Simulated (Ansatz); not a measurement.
# Cl2F2H3NSi2: one molecule under many settings

Aim: run Cl2F2H3NSi2 under a spread of inputs, and see what each costs and gives.

The runs use Ansatz 0.2.0, Gaussian basis; the settings change from run to run.

**1. The geometry**

The geometry comes from an earlier relaxation with PBE0-D4 in a triple-zeta def2 set; it is a stationary point, not always the lowest conformer.

10 atoms, charge 0, spin multiplicity 1.

Atoms are counted from 1 here; the program's logs count them from 0.

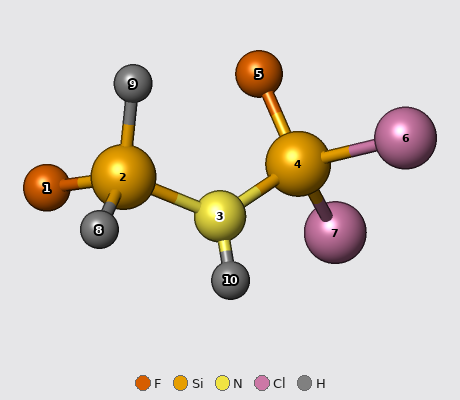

The structure; fluorine orange, silicon amber, nitrogen yellow, chlorine pink, hydrogen grey; atoms are numbered from 1 in the order of the file.

**2. RPBE/def2-mTZVPP**

Options: charge +1, multiplicity 2, coordinates scaled by 1.05.

File in.yaml:

```yaml
crystal:
  periodic: [false, false, false]
  atoms:
    - {symbol: F, position_ang: [-1.366835, -2.188240, 0.937713]}
    - {symbol: Si, position_ang: [-0.485416, -0.835076, 1.384058]}
    - {symbol: N, position_ang: [0.587181, -0.275296, 0.039935]}
    - {symbol: Si, position_ang: [0.244224, 0.889209, -1.259694]}
    - {symbol: F, position_ang: [-1.391588, 1.163148, -1.258408]}
    - {symbol: Cl, position_ang: [1.202761, 2.768686, -0.974808]}
    - {symbol: Cl, position_ang: [0.832486, 0.131248, -3.157342]}
    - {symbol: H, position_ang: [0.416000, -1.260257, 2.573693]}
    - {symbol: H, position_ang: [-1.494733, 0.288803, 1.724181]}
    - {symbol: H, position_ang: [1.543069, -0.735880, -0.006177]}
basis:
  gaussian: {orbitals: def2-mTZVPP}
total_charge: 1
magnetization: {spin_polarized: true, initial_magnetization: 1}
hamiltonian: {xc: {name: RPBE}}
```

Started as:

```sh
$ ansatz run in.yaml --threads 2 --pin off --events-out ev --progress --plain --max-ram 32768MiB --backend cpu
```

Log:

```text
Functional definition: RPBE
  name "RPBE"
  cite "Hammer, Hansen & Nørskov, Phys. Rev. B 59, 7413 (1999) doi:10.1103/PhysRevB.59.7413"
  cite "Perdew, Burke & Ernzerhof, Phys. Rev. Lett. 77, 3865 (1996) doi:10.1103/PhysRevLett.77.3865"
  parameter kappa = 0.804
  parameter beta = 0.06672455060314922
  exchange = rpbe_x(kappa = kappa, mu = beta*pi^2/3)
  correlation = pbe_c(beta = beta)
1644 factors; their error is unknown
mean field evaluation 1: about -47748.1573 eV, gradient 7.7e1 eV
mean field evaluation 2: about -47571.6473 eV, gradient 2.0e2 eV
mean field evaluation 4: about -47760.3038 eV, gradient 4.2e1 eV
mean field evaluation 8: about -47765.9390 eV, gradient 1.6e1 eV
mean field evaluation 16: about -47769.4262 eV, gradient 2.6e-1 eV
mean field evaluation 32: about -47769.4008 eV, gradient 1.2e-5 eV
mean field evaluation 64: about -47769.1871 eV, gradient 4.8e0 eV
mean field -47769.40083378 eV, -1755.4931013788 hartree, gradient 1.2e-5 eV, S^2 0.753323; 8 other end points of the search recorded, 0 dependent functions left out
reference -47769.40087905 eV, -1755.4931030423 hartree; 45, 44 occupied and 150, 151 virtual orbitals, 1644 factors
Total energy: -47769.40087905 eV, -1755.4931030423 hartree
```

It took 21 s on 2 threads, shared host.

⟨S²⟩ 0.753.

**3. B2PLYP/aug-cc-pVDZ**

Options: the search for lower states set to off.

File in.yaml:

```yaml
crystal:
  periodic: [false, false, false]
  atoms:
    - {symbol: F, position_ang: [-1.301748, -2.084038, 0.893060]}
    - {symbol: Si, position_ang: [-0.462301, -0.795310, 1.318150]}
    - {symbol: N, position_ang: [0.559220, -0.262187, 0.038034]}
    - {symbol: Si, position_ang: [0.232594, 0.846865, -1.199709]}
    - {symbol: F, position_ang: [-1.325322, 1.107760, -1.198484]}
    - {symbol: Cl, position_ang: [1.145487, 2.636844, -0.928388]}
    - {symbol: Cl, position_ang: [0.792844, 0.124998, -3.006993]}
    - {symbol: H, position_ang: [0.396191, -1.200245, 2.451136]}
    - {symbol: H, position_ang: [-1.423555, 0.275050, 1.642077]}
    - {symbol: H, position_ang: [1.469589, -0.700838, -0.005883]}
basis:
  gaussian: {orbitals: aug-cc-pVDZ}
hamiltonian: {xc: {name: B2PLYP}}
scf: {lower_state_search: off}
output: {forces: true}
```

The command is unchanged.

Log, cut to the lines that bear on the results:

```text
Functional definition: B2PLYP
  name "B2PLYP"
  cite "Grimme, J. Chem. Phys. 124, 034108 (2006) doi:10.1063/1.2148954"
  cite "Becke, Phys. Rev. A 38, 3098 (1988) doi:10.1103/PhysRevA.38.3098"
  cite "Lee, Yang & Parr, Phys. Rev. B 37, 785 (1988) doi:10.1103/PhysRevB.37.785"
[...]
1989 factors; integrals over basis functions are off by at most 8.8e-4 eV
[...]
mean field -47752.88834892 eV, -1754.8862787525 hartree, gradient 8.8e-7 eV, S^2 0.000000; 0 other end points of the search recorded, 0 dependent functions left out
23 core orbitals not correlated: weight in the atoms' cores, before any rotation towards them, 1.000 or more for the frozen orbitals, at most 0.000 for the correlated occupied ones
reference -47752.88858964 eV, -1754.8862875987 hartree; 22, 22 occupied and 159, 159 virtual orbitals, 1989 factors
second order -35.29368286 eV of doubles, -0.00000000 eV of singles
[...]
Atom 1 at    -0.462301    -0.795310     1.318150 Å, force     0.369512     1.120640     1.125651 eV/Å
Atom 2 at     0.559220    -0.262187     0.038034 Å, force     0.505352    -0.245037    -0.007187 eV/Å
Atom 3 at     0.232594     0.846865    -1.199709 Å, force     1.051871    -0.129695    -0.067673 eV/Å
Atom 4 at    -1.325322     1.107760    -1.198484 Å, force    -1.759489     0.289235     0.011124 eV/Å
Atom 5 at     1.145487     2.636844    -0.928388 Å, force     0.352851     0.745917     0.095887 eV/Å
Atom 6 at     0.792844     0.124998    -3.006993 Å, force     0.213927    -0.279028    -0.741490 eV/Å
Atom 7 at     0.396191    -1.200245     2.451136 Å, force     0.046743    -0.021613     0.060851 eV/Å
Atom 8 at    -1.423555     0.275050     1.642077 Å, force    -0.054845     0.058377     0.024022 eV/Å
Atom 9 at     1.469589    -0.700838    -0.005883 Å, force     0.207276    -0.099312    -0.013453 eV/Å
Dipole moment:     0.373091    -0.045799     0.261607 e Å
Checks for a lower state left out: starts, cluster_reference, orbital_swaps, neighbouring_geometries, increment
```

It took 40 s on 2 threads, shared host; peak memory 0.86 GiB.

Largest force 1.783 eV/Å, dipole 2.20 D.

**4. PBEsol/cc-pVDZ**

Set apart from the defaults: charge +1, multiplicity 2, density fitting with cc-pVTZ-jkfit, high accuracy, the search for lower states set to full.

Changes to in.yaml since step 3:

```diff
@@ -14,5 +14,7 @@
 basis:
-  gaussian: {orbitals: aug-cc-pVDZ}
-hamiltonian: {xc: {name: B2PLYP}}
-scf: {lower_state_search: off}
-output: {forces: true}
+  gaussian: {orbitals: cc-pVDZ, fitting: {mean_field: cc-pVTZ-jkfit}}
+total_charge: 1
+magnetization: {spin_polarized: true, initial_magnetization: 1}
+hamiltonian: {xc: {name: PBEsol}}
+accuracy: high
+scf: {lower_state_search: full}
```

The command is unchanged.

Log, cut to the lines that bear on the results:

```text
Functional definition: PBEsol
  name "PBEsol"
  cite "Perdew et al., Phys. Rev. Lett. 100, 136406 (2008) doi:10.1103/PhysRevLett.100.136406"
  cite "Perdew, Burke & Ernzerhof, Phys. Rev. Lett. 77, 3865 (1996) doi:10.1103/PhysRevLett.77.3865"
  parent pbesol
[...]
811 factors; integrals over basis functions are off by at most 1.6e-1 eV
[...]
mean field -47657.18183946 eV, -1751.3691294020 hartree, gradient 1.8e-8 eV, S^2 0.751851; 13 other end points of the search recorded, 0 dependent functions left out
reference -47657.18184334 eV, -1751.3691295448 hartree; 45, 44 occupied and 84, 85 virtual orbitals, 811 factors
Total energy: -47657.18184334 eV, -1751.3691295448 hartree
```

It took 37 s on 2 threads, shared host.

⟨S²⟩ 0.752.

**5. wPBEh/x2c-TZVPPall**

Options: multiplicity 3, relativity set to none.

Changes to in.yaml since step 4:

```diff
@@ -14,7 +14,5 @@
 basis:
-  gaussian: {orbitals: cc-pVDZ, fitting: {mean_field: cc-pVTZ-jkfit}}
-total_charge: 1
-magnetization: {spin_polarized: true, initial_magnetization: 1}
-hamiltonian: {xc: {name: PBEsol}}
-accuracy: high
-scf: {lower_state_search: full}
+  gaussian: {orbitals: x2c-TZVPPall}
+magnetization: {spin_polarized: true, initial_magnetization: 2}
+hamiltonian: {xc: {name: wPBEh}, pseudopotentials: {relativity: none}}
+output: {forces: true}
```

Launched as before.

Log, cut to the lines that bear on the results:

```text
Functional definition: wPBEh
  name "wPBEh"
  cite "Heyd, Scuseria & Ernzerhof, J. Chem. Phys. 118, 8207 (2003) doi:10.1063/1.1564060"
  cite "Krukau, Vydrov, Izmaylov & Scuseria, J. Chem. Phys. 125, 224106 (2006) doi:10.1063/1.2404663"
  cite "Heyd & Scuseria, J. Chem. Phys. 120, 7274 (2004) doi:10.1063/1.1668634"
  cite "Ernzerhof & Perdew, J. Chem. Phys. 109, 3313 (1998) doi:10.1063/1.476928"
  cite "Perdew, Burke & Ernzerhof, Phys. Rev. Lett. 77, 3865 (1996) doi:10.1103/PhysRevLett.77.3865"
  parent pbe
[...]
1856 factors; their error is unknown
114 factors; integrals over basis functions are off by at most 2.8e-7 eV
[...]
mean field -47741.60111980 eV, -1754.4714807332 hartree, gradient 3.8e-5 eV, S^2 2.005768; 5 other end points of the search recorded, 0 dependent functions left out
[...]
reference -47741.60116514 eV, -1754.4714823993 hartree; 46, 44 occupied and 257, 259 virtual orbitals, 1856 factors
[...]
WARN: the results are in doubt because the basis set is contracted for relativity, which is off
[...]
Atom 0 at    -1.301748    -2.084038     0.893060 Å, force    -0.022609    -0.061501    -0.279746 eV/Å
Atom 1 at    -0.462301    -0.795310     1.318150 Å, force    -2.025074    -1.307301     3.061374 eV/Å
Atom 2 at     0.559220    -0.262187     0.038034 Å, force    -0.294214    -0.227223    -0.030921 eV/Å
Atom 3 at     0.232594     0.846865    -1.199709 Å, force    -0.361089     2.143354    -2.236128 eV/Å
Atom 4 at    -1.325322     1.107760    -1.198484 Å, force    -0.314575    -0.055932    -0.195597 eV/Å
Atom 5 at     1.145487     2.636844    -0.928388 Å, force     0.274180     0.797805     0.278550 eV/Å
Atom 6 at     0.792844     0.124998    -3.006993 Å, force    -0.154274    -0.388831    -0.397011 eV/Å
Atom 7 at     0.396191    -1.200245     2.451136 Å, force     0.071222     0.223175    -0.129236 eV/Å
Atom 8 at    -1.423555     0.275050     1.642077 Å, force     0.190950     0.092859    -0.094154 eV/Å
Atom 9 at     1.469589    -0.700838    -0.005883 Å, force     2.635483    -1.216404     0.022868 eV/Å
Dipole moment:     0.071455     0.236965     0.075110 e Å
In doubt: the basis set is contracted for relativity, which is off
```

Wall time 71 s (2 threads, shared host); peak memory 1.8 GiB.

Largest force 3.896 eV/Å, dipole 1.24 D, ⟨S²⟩ 2.006. The log holds a warning on this run.

**6. B3LYP/def2-mTZVPP**

Options: relativity set to scalar, the search for lower states set to full.

Changes to in.yaml since step 5:

```diff
@@ -14,5 +14,4 @@
 basis:
-  gaussian: {orbitals: x2c-TZVPPall}
-magnetization: {spin_polarized: true, initial_magnetization: 2}
-hamiltonian: {xc: {name: wPBEh}, pseudopotentials: {relativity: none}}
-output: {forces: true}
+  gaussian: {orbitals: def2-mTZVPP}
+hamiltonian: {xc: {name: B3LYP}, pseudopotentials: {relativity: scalar}}
+scf: {lower_state_search: full}
```

Same command.

Log, cut to the lines that bear on the results:

```text
Functional definition: B3LYP
  name "B3LYP"
  cite "Stephens, Devlin, Chabalowski & Frisch, J. Phys. Chem. 98, 11623 (1994) doi:10.1021/j100096a001"
  cite "Becke, Phys. Rev. A 38, 3098 (1988) doi:10.1103/PhysRevA.38.3098"
  cite "Lee, Yang & Parr, Phys. Rev. B 37, 785 (1988) doi:10.1103/PhysRevB.37.785"
  cite "Vosko, Wilk & Nusair, Can. J. Phys. 58, 1200 (1980) doi:10.1139/p80-159"
[...]
1672 factors; their error is unknown
[...]
mean field -47889.76703058 eV, -1759.9164775237 hartree, gradient 6.3e-5 eV, S^2 0.000000; 0 other end points of the search recorded, 0 dependent functions left out
reference -47889.76733688 eV, -1759.9164887803 hartree; 45, 45 occupied and 150, 150 virtual orbitals, 1672 factors
Total energy: -47889.76733688 eV, -1759.9164887803 hartree
Relativity: scalar
```

It took 7.5 s on 2 threads, shared host.

**7. MP2/aug-cc-pVTZ**

Options: unrestricted orbitals, density fitting with def2-universal-jkfit, a grid of angular degree 11.

Changes to in.yaml since step 6:

```diff
@@ -14,4 +14,6 @@
 basis:
-  gaussian: {orbitals: def2-mTZVPP}
-hamiltonian: {xc: {name: B3LYP}, pseudopotentials: {relativity: scalar}}
-scf: {lower_state_search: full}
+  gaussian: {orbitals: aug-cc-pVTZ, fitting: {mean_field: def2-universal-jkfit}, final_grid: {core_spheres: 5, valence_spheres: 4, degree: 11}}
+magnetization: {spin_polarized: true, initial_magnetization: 0}
+hamiltonian: {xc: {name: HF}}
+correlation: {method: mp2}
+output: {forces: true}
```

Started as:

```sh
$ ansatz run in.yaml --threads 2 --pin off --events-out ev --progress --plain --max-ram 32768MiB --backend cuda --devices 0, --max-vram 18GiB
```

Log, cut to the lines that bear on the results:

```text
Functional definition: HF
  name "HF"
  cite "Fock, Z. Phys. 61, 126 (1930) doi:10.1007/BF01340294"
  parent pbe
[...]
797 factors; integrals over basis functions are off by at most 1.1e0 eV
[...]
mean field -47686.24609337 eV, -1752.4372210328 hartree, gradient 2.7e-6 eV, S^2 0.000000; 0 other end points of the search recorded, 0 dependent functions left out
23 core orbitals not correlated: weight in the atoms' cores, before any rotation towards them, 1.000 or more for the frozen orbitals, at most 0.000 for the correlated occupied ones
reference -47686.24609337 eV, -1752.4372210328 hartree; 22, 22 occupied and 362, 362 virtual orbitals, 797 factors
second order -36.59113515 eV of doubles, -0.00000000 eV of singles
[...]
Total energy: -47722.83722852 eV, -1753.7819204474 hartree
Atom 0 at    -1.301748    -2.084038     0.893060 Å, force    -0.260477    -0.383499    -0.131803 eV/Å
Atom 1 at    -0.462301    -0.795310     1.318150 Å, force     0.098667     0.322194     0.486299 eV/Å
Atom 2 at     0.559220    -0.262187     0.038034 Å, force     0.199792    -0.080323    -0.011095 eV/Å
Atom 3 at     0.232594     0.846865    -1.199709 Å, force     0.262295    -0.008530    -0.056458 eV/Å
Atom 4 at    -1.325322     1.107760    -1.198484 Å, force    -0.490665     0.079564     0.004005 eV/Å
Atom 5 at     1.145487     2.636844    -0.928388 Å, force     0.100004     0.184315     0.014112 eV/Å
Atom 6 at     0.792844     0.124998    -3.006993 Å, force     0.067399    -0.056112    -0.181676 eV/Å
Atom 7 at     0.396191    -1.200245     2.451136 Å, force    -0.089635     0.047417    -0.097872 eV/Å
Atom 8 at    -1.423555     0.275050     1.642077 Å, force     0.090790    -0.086741    -0.032552 eV/Å
Atom 9 at     1.469589    -0.700838    -0.005883 Å, force     0.021830    -0.018286     0.007040 eV/Å
Dipole moment:     0.367069    -0.046574     0.247002 e Å
```

It took 9 s on 1 × H100 (card shared with other runs) with 2 threads, shared host; peak host memory 1.2 GiB.

Largest force 0.592 eV/Å, dipole 2.14 D, ⟨S²⟩ 0.000.

**8. PBE-QIDH/aug-cc-pVTZ**

Changes to in.yaml since step 7:

```diff
@@ -14,6 +14,3 @@
 basis:
-  gaussian: {orbitals: aug-cc-pVTZ, fitting: {mean_field: def2-universal-jkfit}, final_grid: {core_spheres: 5, valence_spheres: 4, degree: 11}}
-magnetization: {spin_polarized: true, initial_magnetization: 0}
-hamiltonian: {xc: {name: HF}}
-correlation: {method: mp2}
-output: {forces: true}
+  gaussian: {orbitals: aug-cc-pVTZ}
+hamiltonian: {xc: {name: PBE-QIDH}}
```

The command is unchanged.

Log, cut to the lines that bear on the results:

```text
Functional definition: PBE-QIDH
  name "PBE-QIDH"
  cite "Brémond, Sancho-García, Pérez-Jiménez & Adamo, J. Chem. Phys. 141, 031101 (2014) doi:10.1063/1.4890314"
  cite "Perdew, Burke & Ernzerhof, Phys. Rev. Lett. 77, 3865 (1996) doi:10.1103/PhysRevLett.77.3865"
[...]
2351 factors; integrals over basis functions are off by at most 1.2e-3 eV
[...]
mean field -47741.41346108 eV, -1754.4645844025 hartree, gradient 2.8e-6 eV, S^2 0.000000; 0 other end points of the search recorded, 0 dependent functions left out
23 core orbitals not correlated: weight in the atoms' cores, before any rotation towards them, 1.000 or more for the frozen orbitals, at most 0.000 for the correlated occupied ones
reference -47741.41348375 eV, -1754.4645852354 hartree; 22, 22 occupied and 362, 362 virtual orbitals, 2351 factors
second order -40.91334023 eV of doubles, -0.00000000 eV of singles
Total energy: -47755.05126382 eV, -1754.9657644092 hartree
```

Run time: 6.5 s. Hardware: 1 × H100 (card shared with other runs) with 2 threads, shared host; peak host memory 2.2 GiB.

**9. RPBE/cc-pVTZ**

This run has D3(BJ) dispersion.

Changes to in.yaml since step 8:

```diff
@@ -14,3 +14,4 @@
 basis:
-  gaussian: {orbitals: aug-cc-pVTZ}
-hamiltonian: {xc: {name: PBE-QIDH}}
+  gaussian: {orbitals: cc-pVTZ}
+hamiltonian: {xc: {name: RPBE}, dispersion: d3bj}
+output: {forces: true}
```

Started as:

```sh
$ ansatz run in.yaml --threads 2 --pin off --events-out ev --progress --plain --max-ram 32768MiB --backend cpu
```

Log, cut to the lines that bear on the results:

```text
Functional definition: RPBE
  name "RPBE"
  cite "Hammer, Hansen & Nørskov, Phys. Rev. B 59, 7413 (1999) doi:10.1103/PhysRevB.59.7413"
  cite "Perdew, Burke & Ernzerhof, Phys. Rev. Lett. 77, 3865 (1996) doi:10.1103/PhysRevLett.77.3865"
[...]
1743 factors; their error is unknown
[...]
mean field -47780.34540005 eV, -1755.8953067706 hartree, gradient 3.5e-5 eV, S^2 0.000000; 0 other end points of the search recorded, 0 dependent functions left out
[...]
reference -47780.34544585 eV, -1755.8953084537 hartree; 45, 45 occupied and 223, 223 virtual orbitals, 1743 factors
Total energy: -47782.24826092 eV, -1755.9652356178 hartree
Atom 0 at    -1.301748    -2.084038     0.893060 Å, force    -0.621832    -0.944167    -0.306986 eV/Å
Atom 1 at    -0.462301    -0.795310     1.318150 Å, force     0.297029     0.714698     0.304528 eV/Å
Atom 2 at     0.559220    -0.262187     0.038034 Å, force     0.285528    -0.137458     0.077296 eV/Å
Atom 3 at     0.232594     0.846865    -1.199709 Å, force     0.573877    -0.146417     0.100646 eV/Å
Atom 4 at    -1.325322     1.107760    -1.198484 Å, force    -1.214355     0.200513     0.001752 eV/Å
Atom 5 at     1.145487     2.636844    -0.928388 Å, force     0.259328     0.451693     0.058023 eV/Å
Atom 6 at     0.792844     0.124998    -3.006993 Å, force     0.174616    -0.180128    -0.463915 eV/Å
Atom 7 at     0.396191    -1.200245     2.451136 Å, force     0.157390    -0.048722     0.192023 eV/Å
Atom 8 at    -1.423555     0.275050     1.642077 Å, force    -0.135626     0.194083     0.049023 eV/Å
Atom 9 at     1.469589    -0.700838    -0.005883 Å, force     0.224043    -0.104095    -0.012388 eV/Å
Dipole moment:     0.341376    -0.069368     0.215579 e Å
```

It took 8 s on 2 threads, shared host.

Largest force 1.231 eV/Å, dipole 1.97 D.

**10. RPBE/6-31G***

Options: a point charge of 0.50 e beside it.

Changes to in.yaml since step 9:

```diff
@@ -14,4 +14,4 @@
 basis:
-  gaussian: {orbitals: cc-pVTZ}
-hamiltonian: {xc: {name: RPBE}, dispersion: d3bj}
+  gaussian: {orbitals: "6-31G*", point_charges: [{charge: 0.50, position_ang: [4.490, -0.275, 0.519]}]}
+hamiltonian: {xc: {name: RPBE}}
 output: {forces: true}
```

The command is unchanged.

Log, cut to the lines that bear on the results:

```text
Functional definition: RPBE
  name "RPBE"
  cite "Hammer, Hansen & Nørskov, Phys. Rev. B 59, 7413 (1999) doi:10.1103/PhysRevB.59.7413"
  cite "Perdew, Burke & Ernzerhof, Phys. Rev. Lett. 77, 3865 (1996) doi:10.1103/PhysRevLett.77.3865"
[...]
1426 factors; their error is unknown
[...]
mean field -47773.23449727 eV, -1755.6339859131 hartree, gradient 2.2e-5 eV, S^2 0.000000; 0 other end points of the search recorded, 0 dependent functions left out
[...]
reference -47773.23453989 eV, -1755.6339874796 hartree; 45, 45 occupied and 82, 82 virtual orbitals, 1426 factors
Total energy: -47773.23453989 eV, -1755.6339874796 hartree
Atom 0 at    -1.301748    -2.084038     0.893060 Å, force    -0.578619    -0.994099    -0.318214 eV/Å
Atom 1 at    -0.462301    -0.795310     1.318150 Å, force    -0.440580     0.329981     0.782681 eV/Å
Atom 2 at     0.559220    -0.262187     0.038034 Å, force     0.696843    -0.061398     0.130937 eV/Å
Atom 3 at     0.232594     0.846865    -1.199709 Å, force     0.185525     0.179806    -0.379491 eV/Å
Atom 4 at    -1.325322     1.107760    -1.198484 Å, force    -1.324778     0.206609     0.015471 eV/Å
Atom 5 at     1.145487     2.636844    -0.928388 Å, force     0.479500     0.723105     0.175590 eV/Å
Atom 6 at     0.792844     0.124998    -3.006993 Å, force     0.303711    -0.336218    -0.679066 eV/Å
Atom 7 at     0.396191    -1.200245     2.451136 Å, force     0.324580    -0.031877     0.243565 eV/Å
Atom 8 at    -1.423555     0.275050     1.642077 Å, force    -0.081651     0.291669     0.074591 eV/Å
Atom 9 at     1.469589    -0.700838    -0.005883 Å, force     0.343862    -0.350678    -0.059491 eV/Å
Dipole moment:     0.180159    -0.095243     0.248184 e Å
```

Wall time 3.3 s (2 threads, shared host).

Largest force 1.341 eV/Å, dipole 1.54 D.

**11. All runs side by side**

```csv
level,charge,multiplicity,geometry,functions,energy (eV),time
RPBE/def2-mTZVPP,1,2,scaled,195,-47769.401,21 s
B2PLYP/aug-cc-pVDZ,0,1,relaxed,204,-47762.418,40 s
PBEsol/cc-pVDZ,1,2,relaxed,129,-47657.182,37 s
wPBEh/x2c-TZVPPall,0,3,relaxed,303,-47741.601,71 s
B3LYP/def2-mTZVPP,0,1,relaxed,195,-47889.767,7.5 s
MP2/aug-cc-pVTZ,0,1,relaxed,407,-47722.837,9 s
PBE-QIDH/aug-cc-pVTZ,0,1,relaxed,407,-47755.051,6.5 s
RPBE/cc-pVTZ,0,1,relaxed,268,-47782.248,8 s
RPBE/6-31G*,0,1,"relaxed, point charge",127,-47773.235,3.3 s
```

**12. Outcome**

| quantity | value |
| --- | --- |
| runs | 9 |
| quickest | RPBE/6-31G*, 3.3 s |
| slowest | wPBEh/x2c-TZVPPall, 71 s |
| spread of total energies, same state and geometry | 166.9 eV |
| dipole, same state and geometry | 1.97 to 2.20 D |

What this shows: wPBEh/x2c-TZVPPall took 22 times as long as RPBE/6-31G*. The jobs differ in tasks and options as well as level. The totals spread over 167 eV; they can't be compared across methods or bases. Some of these runs are scalar-relativistic and others not, which shifts the totals of all-electron atoms past neon by eV; core potentials, where a basis has them, take the core out of the total altogether. At the PBE0-D4/def2-TZVP geometry and in the same state, runs without warnings or point charges leave forces up to 1.78 eV/Å (B2PLYP/aug-cc-pVDZ). At that geometry and state the dipole changes by 12 % between the lowest and highest value.
